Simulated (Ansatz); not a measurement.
System: FH6HfN3···NH3.

Input

```
crystal:
  periodic: [false, false, false]
  atoms:
    - { symbol: Hf, position_ang: [0.0, 0.0, 0.0] }
    - { symbol: F, position_ang: [0.0, 0.0, 2.33] }
    - { symbol: "N", position_ang: [2.084, 0.0, -0.7359] }
    - { symbol: H, position_ang: [2.5823, -0.918, -0.9166] }
    - { symbol: H, position_ang: [2.5853, 0.918, -0.9082] }
    - { symbol: "N", position_ang: [-1.0409, 1.8034, -0.7359] }
    - { symbol: H, position_ang: [-2.061, 1.7482, -1.0186] }
    - { symbol: H, position_ang: [-0.5204, 2.7241, -0.8065] }
    - { symbol: "N", position_ang: [-1.0409, -1.8034, -0.7359] }
    - { symbol: H, position_ang: [-1.5759, -2.4197, -0.0595] }
    - { symbol: H, position_ang: [-1.0055, -2.0526, -1.7656] }
    - { symbol: "N", position_ang: [-2.382, 0.0, 0.7915] }
    - { symbol: H, position_ang: [-3.102, -0.6071, 0.3052] }
    - { symbol: H, position_ang: [-2.6678, 0.6071, 1.612] }
    - { symbol: H, position_ang: [-1.3611, 0.0, 1.9863] }
basis:
  gaussian: { orbitals: def2-SVP }
hamiltonian:
  xc: hf
relax:
  f_tol: 0.15
  max_steps: 25
  restrain:
    - { distance: [0, 11], at: 3.41, k: 30.0 }
    - { distance: [14, 1], at: 2.12, k: 30.0 }
    - { distance: [0, 1], at: 1.98, k: 30.0 }
    - { distance: [14, 11], at: 1.06, k: 30.0 }
output:
  orbitals: {}
```

Command:

```sh
ansatz run input.yaml --threads 4 --pin off --max-ram 5120MiB --backend cpu --events-out ev --progress --plain --runs-dir out
```

The fields are those of the run's last geometry, not of the input's.

Core potentials replace the inner electrons of Hf; not at a stationary point (largest force 1.1 eV/Å).

The calculation used Ansatz, RHF/def2-SVP.

What can the converged electron density and electron localisation function tell about the bonding?

Answer. Hf1···N12 (3.41 Å): the density falls to about 0.04 e/Å³ on the way; the ELF dips to about 0 between them.
Hf–F (1.97 Å): ρ is about 0.71 e/Å³ halfway; the ELF peaks at about 0.85 in the valence shell of F, 0.6 Å from its nucleus, and drops to about 0.15 between the two atoms.
Hf–N (2.05 Å): the density is about 0.77 e/Å³ at the midpoint; the ELF peaks at about 0.90 in the valence shell of N, 0.6 Å from its nucleus, and is about 0.30 at the midpoint.
N–H (1.03 Å): the density is about 2.8 e/Å³ at the midpoint; the ELF climbs to about 1 towards the hydrogen, as it does in any bond to H; a covalent bond by its length.

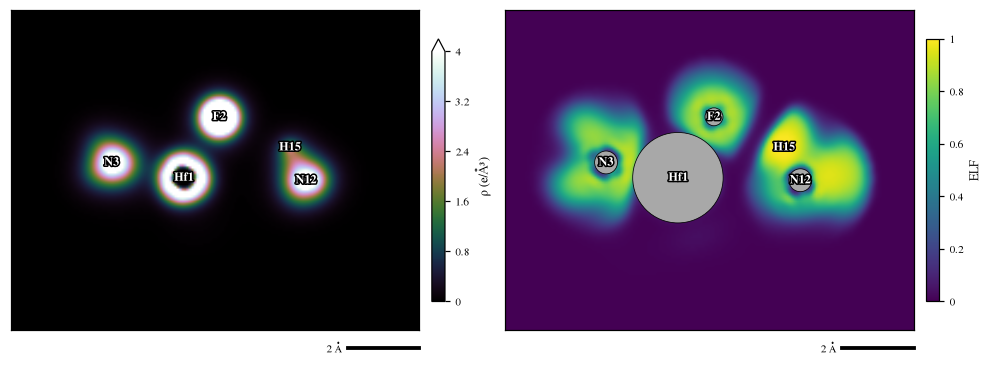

Computed electron density and electron localisation function on the plane of atoms F2, Hf1 and N3, in this order. Grey discs cover the atomic cores in the ELF map. 
